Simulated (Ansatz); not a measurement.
# CHFO (formyl fluoride) at 6 levels

We compute a comparison of 6 runs (UPBE0/STO-3G, r2SCAN0/STO-3G, wB97M-V/STO-3G, wB97X/STO-3G, BCCD(T)/STO-3G, CCSD/STO-3G) of CHFO (formyl fluoride). 

Program for the calculation: Ansatz 0.2.0.

73 further runs of the same task are left out: 73 set aside as unsound or not needed.

## Step 1: The structure to begin with

CHFO has 4 atoms, charge 0, and is taken as a singlet. SMILES: `O=CF`. The H4–C2 distance was set to 1.373 Å, away from the relaxed value.

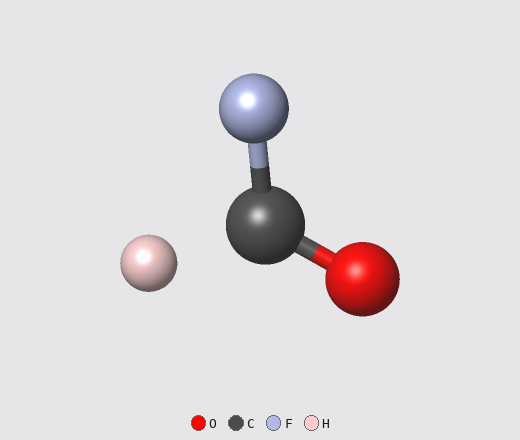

Viewed from a chosen angle; oxygen red, carbon dark grey, fluorine light blue, hydrogen pink.

## Step 2: The energy at UPBE0/STO-3G (run 1)

The input, molecule.yaml:

```yaml
crystal:
  periodic: [false, false, false]
  atoms:
    - symbol: O
      position_ang: [-0.990883, 0.008968, 1.003612]
    - symbol: C
      position_ang: [-0.150943, -0.113712, 0.196562]
    - symbol: F
      position_ang: [0.483167, -1.277912, -0.007718]
    - symbol: H
      position_ang: [0.355050, 0.821510, -0.671560]
basis:
  gaussian: {orbitals: STO-3G}
magnetization: {spin_polarized: true}
hamiltonian: {xc: {name: PBE0}}
accuracy: high
```

Command:

```console
$ ansatz run molecule.yaml --threads 1 --pin off --max-ram 2610MiB --events-out events.jsonl --progress --plain --runs-dir runs
```

The program printed:

```text
Warning: RAYON_NUM_THREADS=1 ignored (pool sized by the plan → 1); use --threads N
Functional definition: PBE0
  name "PBE0"
  parameter a = 0.25
  parameter kappa = 0.804
  parameter beta = 0.06672455060314922
  exchange = (1 - a)*pbe_x(kappa = kappa, mu = beta*pi^2/3) + a*exact_x
  correlation = pbe_c(beta = beta)
273 factors; integrals over basis functions are off by at most 3.4e-8 eV
mean field evaluation 1: about -5726.9653 eV, gradient 2.1e1 eV
mean field evaluation 2: about -5720.3537 eV, gradient 4.5e1 eV
mean field evaluation 4: about -5729.5605 eV, gradient 1.5e0 eV
mean field evaluation 8: about -5729.5532 eV, gradient 4.4e-3 eV
mean field evaluation 16: about -5729.5532 eV, gradient 1.3e-8 eV
mean field -5729.55317733 eV, -210.5571956363 hartree, gradient 1.3e-8 eV, S^2 0.000000; 0 other end points of the search recorded, 0 dependent functions left out
reference -5729.55317816 eV, -210.5571956666 hartree; 12, 12 occupied and 4, 4 virtual orbitals, 273 factors
Total energy: -5729.55317816 eV, -210.5571956666 hartree
```

It took 1.3 s on 1 thread of Arm Neoverse V1, shared host; peak memory 0.11 GiB.

## Step 3: The energy at r2SCAN0/STO-3G (run 2)

The input, input.yaml:

```yaml
crystal:
  periodic: [false, false, false]
  atoms:
    - {symbol: O, position_ang: [-0.990883, 0.008968, 1.003612]}
    - {symbol: C, position_ang: [-0.150943, -0.113712, 0.196562]}
    - {symbol: F, position_ang: [0.483167, -1.277912, -0.007718]}
    - {symbol: H, position_ang: [0.355050, 0.821510, -0.671560]}
basis:
  gaussian:
    orbitals: STO-3G
hamiltonian:
  xc: {name: r2SCAN0}
accuracy: high
```

Command:

```console
$ ansatz run input.yaml --threads 1 --pin off --max-ram 2610MiB --events-out events.jsonl --progress --plain --runs-dir runs
```

The program printed:

```text
Warning: RAYON_NUM_THREADS=1 ignored (pool sized by the plan → 1); use --threads N
Functional definition: r2SCAN0
  name "r2SCAN0"
[... 1 set-up line as earlier in the session ...]
  parameter k0 = 0.174
  parameter k1 = 0.065
  parameter a1 = 4.9479
  exchange = (1 - a)*r2scan_x(k0 = k0, k1 = k1, a1 = a1) + a*exact_x
  correlation = r2scan_c
273 factors; integrals over basis functions are off by at most 3.4e-8 eV
mean field evaluation 1: about -5729.7713 eV, gradient 3.0e1 eV
mean field evaluation 2: about -5724.5281 eV, gradient 5.8e1 eV
mean field evaluation 4: about -5732.3993 eV, gradient 1.8e0 eV
mean field evaluation 8: about -5732.3808 eV, gradient 1.5e-2 eV
mean field evaluation 16: about -5732.3808 eV, gradient 2.1e-7 eV
mean field -5732.38077610 eV, -210.6611079743 hartree, gradient 1.2e-8 eV, S^2 0.000000; 0 other end points of the search recorded, 0 dependent functions left out
reference -5732.38077626 eV, -210.6611079804 hartree; 12, 12 occupied and 4, 4 virtual orbitals, 273 factors
Total energy: -5732.38077626 eV, -210.6611079804 hartree
```

Wall time 1.9 s (1 thread of Arm Neoverse V1, shared host); peak memory 0.12 GiB.

Runs 3 to 4 aren't shown in full; the table further down has their settings and results.

## Step 4: A single-point energy at BCCD(T)/STO-3G (run 5)

The input, molecule.yaml:

```yaml
crystal:
  periodic: [false, false, false]
  atoms:
    - {symbol: O, position_ang: [-0.990883, 0.008968, 1.003612]}
    - {symbol: C, position_ang: [-0.150943, -0.113712, 0.196562]}
    - {symbol: F, position_ang: [0.483167, -1.277912, -0.007718]}
    - {symbol: H, position_ang: [0.355050, 0.821510, -0.671560]}
basis:
  gaussian:
    orbitals: STO-3G
correlation:
  method: bccd_t
  frozen_orbitals: {C: 1, F: 1, H: 0, O: 1}
accuracy: high
scf:
  omitted_lower_state_checks: [cluster_reference, increment]
```

Command:

```console
$ ansatz run molecule.yaml --threads 1 --pin off --max-ram 2610MiB --events-out events.jsonl --progress --plain --runs-dir runs
```

The program printed, shortened:

```text
Warning: RAYON_NUM_THREADS=1 ignored (pool sized by the plan → 1); use --threads N
Functional definition: HF
  name "HF"
[...]
273 factors; integrals over basis functions are off by at most 3.4e-8 eV
[...]
mean field -5708.67732511 eV, -209.7900222175 hartree, gradient 1.4e-8 eV, S^2 0.000000; 0 other end points of the search recorded, 0 dependent functions left out; unrestricted orbitals would lower it
3 core orbitals not correlated: weight in the atoms' cores, before any rotation towards them, 1.000 or more for the frozen orbitals, at most 0.000 for the correlated occupied ones
reference -5708.67732511 eV, -209.7900222175 hartree; 9, 9 occupied and 4, 4 virtual orbitals, 273 factors
second order -3.85410981 eV of doubles, -0.00000000 eV of singles
cycle   1  -4.14527921 eV  change   -2.9e-1 eV  update   9.1e-2
[...]
cycle  20  -4.48498280 eV  change   7.9e-10 eV  update   1.2e-9
perturbative correction -0.24236343 eV, -0.0089066918 hartree
Total energy: -5713.40467135 eV, -209.9637489872 hartree
Checks for a lower state left out: cluster_reference, increment
```

It took 0.18 s on 1 thread of Arm Neoverse V1, shared host.

## Step 5: A single-point energy at CCSD/STO-3G (run 6)

The input, in.yaml:

```yaml
crystal:
  periodic: [false, false, false]
  atoms:
    - symbol: O
      position_ang: [-0.990883, 0.008968, 1.003612]
    - symbol: C
      position_ang: [-0.150943, -0.113712, 0.196562]
    - symbol: F
      position_ang: [0.483167, -1.277912, -0.007718]
    - symbol: H
      position_ang: [0.355050, 0.821510, -0.671560]
basis:
  gaussian: {orbitals: STO-3G}
correlation: {method: ccsd, frozen_orbitals: {C: 1, F: 1, H: 0, O: 1}}
accuracy: high
scf: {omitted_lower_state_checks: [cluster_reference, increment]}
```

Command:

```console
$ ansatz run in.yaml --threads 1 --pin off --max-ram 2610MiB --events-out events.jsonl --progress --plain --runs-dir runs
```

The program printed, shortened:

```text
Warning: RAYON_NUM_THREADS=1 ignored (pool sized by the plan → 1); use --threads N
[... 2 set-up lines as earlier in the session ...]
[...]
273 factors; integrals over basis functions are off by at most 3.4e-8 eV
[...]
mean field -5708.67732511 eV, -209.7900222175 hartree, gradient 1.4e-8 eV, S^2 0.000000; 0 other end points of the search recorded, 0 dependent functions left out; unrestricted orbitals would lower it
3 core orbitals not correlated: weight in the atoms' cores, before any rotation towards them, 1.000 or more for the frozen orbitals, at most 0.000 for the correlated occupied ones
reference -5708.67732511 eV, -209.7900222175 hartree; 9, 9 occupied and 4, 4 virtual orbitals, 273 factors
second order -3.85410981 eV of doubles, -0.00000000 eV of singles
cycle   1  -4.15755940 eV  change   -3.0e-1 eV  update   9.1e-2
[...]
cycle  20  -4.52755077 eV  change   7.7e-10 eV  update   1.6e-9
Total energy: -5713.20487589 eV, -209.9564066396 hartree
Checks for a lower state left out: cluster_reference, increment
```

Run time: 0.16 s. Hardware: 1 thread of Arm Neoverse V1, shared host.

## Step 6: All runs side by side

```
run           level  frozen core orbitals  energy (Eh)  wall time
  1    UPBE0/STO-3G                     –  -210.557196      1.3 s
  2  r2SCAN0/STO-3G                     –  -210.661108      1.9 s
  3  wB97M-V/STO-3G                     –  -210.750138       13 s
  4    wB97X/STO-3G                     –  -210.717472      3.3 s
  5  BCCD(T)/STO-3G                     3  -209.963749     0.18 s
  6     CCSD/STO-3G                     3  -209.956407     0.16 s
```

## Step 7: Summary of results

| quantity | value |
| --- | --- |
| run 6: total energy | -209.95641 Eh |
| run 6: correlation energy (3 core orbitals frozen) | -166.4 mEh |
| run 6: T1 diagnostic | 0.015 |

Totals of different functionals can't be ranked against each other. In runs 5, 6 the log says that unrestricted orbitals would lower the reference, so the values rest on an unstable closed-shell determinant (other closed-shell runs at this shape may share the fault). In runs 1, 2, 3, 4, 5, 6 the basis is minimal, so the values are rough. All runs together took 20 s, the longest 13 s.
